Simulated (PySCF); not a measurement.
Single-point calculation of SiF2

System: SiF2.
Method: RKS PBE-D4/def2-TZVPP, density fitting (PySCF 2.14.0).

The geometry comes from this level: PBE0-D4/def2-TZVP.

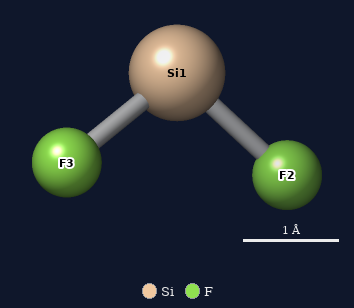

Figure 1. The structure (ball-and-stick view, seen at a tilt; atoms are numbered from 1 in the order of the input). Bond lengths as drawn: F–Si 1.60 Å.

## The input
```python
import json, numpy as np
from pyscf import gto, scf, dft, mp, cc
EV, BOHR = 27.211386245988, 0.529177210903
mol = gto.M(atom="""
Si -0.818853 1.200579 -0.233043
F -1.639945 -0.172867 -0.170650
F -0.534213 1.445412 1.324030
""", basis="def2-tzvpp", charge=0, spin=0, max_memory=8670, verbose=0)
def mean_field(mol, dm=None):
    mf = dft.RKS(mol, xc="pbe").density_fit()
    mf.conv_tol = 1e-9; mf.grids.level = 4
    mf.kernel(dm0=dm)
    if not mf.converged: mf = mf.newton().run(mf.mo_coeff, mf.mo_occ)
    assert mf.converged
    return mf
def d4(mol):
    from pyscf.dispersion.dftd4 import DFTD4Dispersion
    real = gto.M(atom=[(mol.atom_pure_symbol(i), mol.atom_coord(i)) for i in range(3)], unit='B', charge=mol.charge, spin=None, basis='def2-svp', verbose=0)
    r = DFTD4Dispersion(real, xc="pbe", atm=True).get_dispersion(grad=True); return r["energy"], r["gradient"]
def energy_and_gradient(mol, dm=None):
    mf = mean_field(mol, dm); e, g = d4(mol)
    return mf, (mf.e_tot + e) * EV, (mf.nuc_grad_method().kernel()[:3] + g) * EV / BOHR
out = {}
mf = mean_field(mol); e = d4(mol)[0]
out.update(energy=(mf.e_tot + e) * EV, converged=True, dispersion=e * EV)
out['s2'] = mf.spin_square()[0]; out['nelec'] = mol.nelec
print(f"Total energy {out['energy']:.6f} eV, <S^2> {out['s2']:.4f}")
json.dump(out, open("out.json", "w"), default=float)
```

Machine: 4 threads of Arm Neoverse V2, 23 GiB of memory available, shared host.

Run as:
```bash
OMP_NUM_THREADS=4 python run.py
```

## What the program printed
```
Total energy -13307.493205 eV, <S^2> 0.0000
```

## Summary

| quantity | value |
| --- | --- |
| outcome | converged |
| total energy | −13307.4932 eV |
| dispersion energy | −0.0364 eV |
| wall time | 2.3 s (CPU time 6.4 s) |
| peak memory | 0.39 GiB |
